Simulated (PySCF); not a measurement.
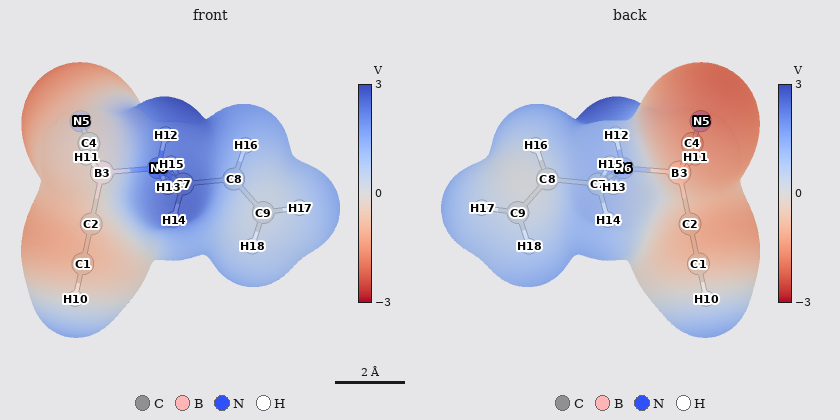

C₆H₉BN₂. The molecular electrostatic potential painted on the density surface at 0.002 e/bohr³, seen from the front and from behind; the colour scale runs from red (negative) to blue (positive).

Geometry: GFN2-xTB.

The calculation used PySCF, PBE0/pcSseg-1, SCF density, gas phase, non-relativistic.

```csv
atom,x (Å),y (Å),z (Å)
C,2.3792,-2.0672,-0.6123
C,2.1202,-0.8962,-0.6733
B,1.7879,0.6161,-0.7484
C,2.0643,1.3318,0.6047
N,2.2339,1.8801,1.6000
N,0.1556,0.7355,-0.9701
C,-0.6391,0.1323,0.1110
C,-2.1109,0.2697,-0.1277
C,-2.9634,-0.7367,-0.0911
H,2.6178,-3.0904,-0.5597
H,2.3013,1.1799,-1.6674
H,-0.0708,1.7243,-1.0582
H,-0.0577,0.2762,-1.8533
H,-0.3509,-0.9180,0.1930
H,-0.3588,0.6343,1.0432
H,-2.4589,1.2755,-0.3308
H,-4.0181,-0.5981,-0.2541
H,-2.6401,-1.7429,0.1180
```

**Where is the surface potential most negative and most positive?**

The most negative region (about −2.2 V) lies over N5, the most positive (about +2.8 V) over H12. N5 is the likeliest acceptor of a hydrogen bond.
